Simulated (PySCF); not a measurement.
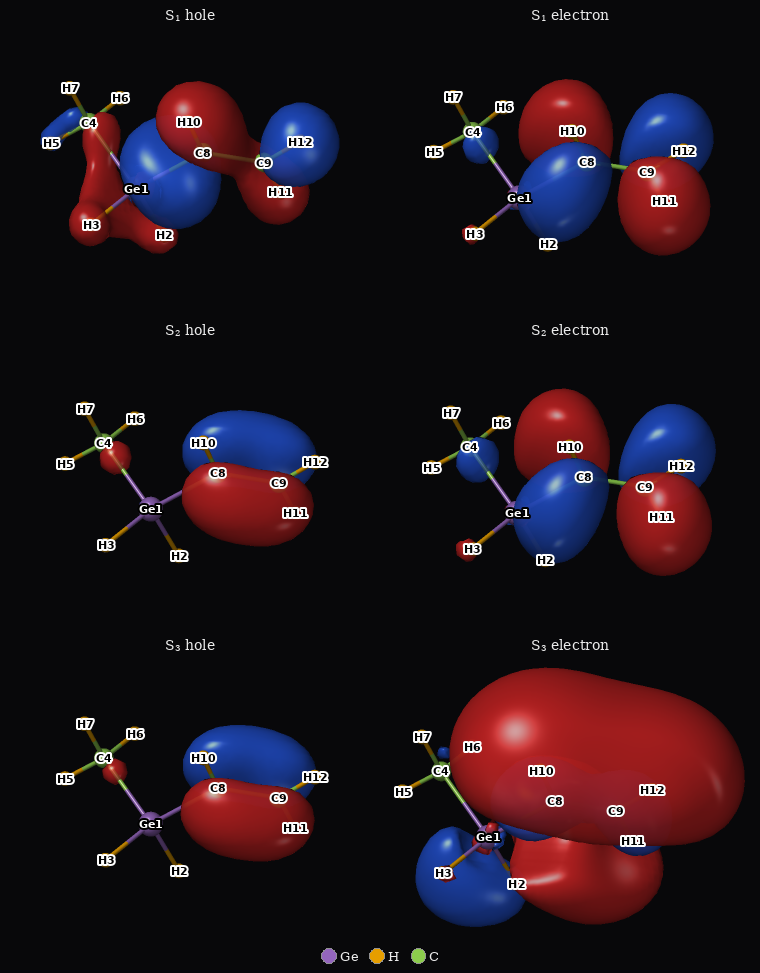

GeH2Me(vinyl) (C3H8Ge). Leading natural transition orbitals (CIS singlet states).

Method: HF/def2-TZVP; geometry: GFN2-xTB; program: PySCF. No frequency check shows the geometry to be a minimum. GFN2-xTB bond lengths at metals and heavier atoms can be off by up to 0.1 Å and shapes distorted, which carries into these values. Without diffuse functions Rydberg states are missing, so the states' numbers hold for this basis only.

Coordinates in Å:

```
Ge1     -0.3793   -0.4004    0.0195
H2      -0.2561   -1.1849   -1.2579
H3      -0.7912   -1.3738    1.0932
C4      -1.7615    0.9922   -0.1546
H5      -2.7340    0.5513   -0.3535
H6      -1.5205    1.6693   -0.9700
H7      -1.8345    1.5768    0.7592
C8       1.3581    0.3639    0.4718
C9       2.4186    0.3276   -0.3174
H10      1.4371    0.8575    1.4340
H11      2.3806   -0.1527   -1.2832
H12      3.3664    0.7679   -0.0439
```

Q: Describe these excited states.

A: By state:
- S₁: 7.60 eV (163 nm), f = 0.006; the leading pair carries 98 %; hole on C8 (35 %), Ge1 (22 %) and C9 (14 %), electron on C9 (37 %), C8 (34 %) and Ge1 (10 %); their centroids lie 0.6 Å apart.
- S₂: 7.72 eV (161 nm), f = 0.713 (bright); the leading pair carries 92 %; hole on C9 (40 %), C8 (38 %) and Ge1 (7 %), electron on C9 (35 %), C8 (30 %) and Ge1 (12 %); their centroids lie 0.0 Å apart.
- S₃: 8.78 eV (141 nm), f = 0.011; the leading pair carries 99 %; hole on C9 (41 %), C8 (40 %) and Ge1 (6 %), electron on H10 (20 %), C8 (20 %) and C9 (18 %); their centroids lie 0.6 Å apart.
